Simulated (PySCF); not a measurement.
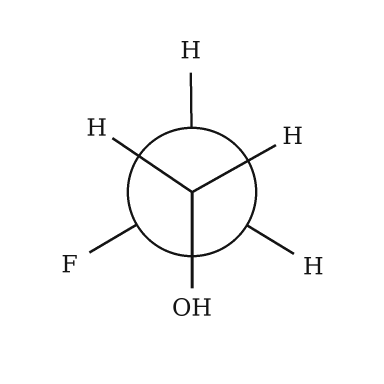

A Newman projection along the C–C bond, carbon in front; angles are drawn as computed, but eclipsed bonds slightly apart. Computed geometry: PBE0-D3(BJ)/def2-SVP optimisation. No frequency run is at hand to confirm it as a minimum.

Which molecule is it?

Answer. C2H5FO, OCCF

What is the torsion angle from the front OH to the back F? The sign is positive where the front bond must turn clockwise to cover the back bond.

Answer. 60°, synclinal (gauche). The conformation about this bond is staggered.
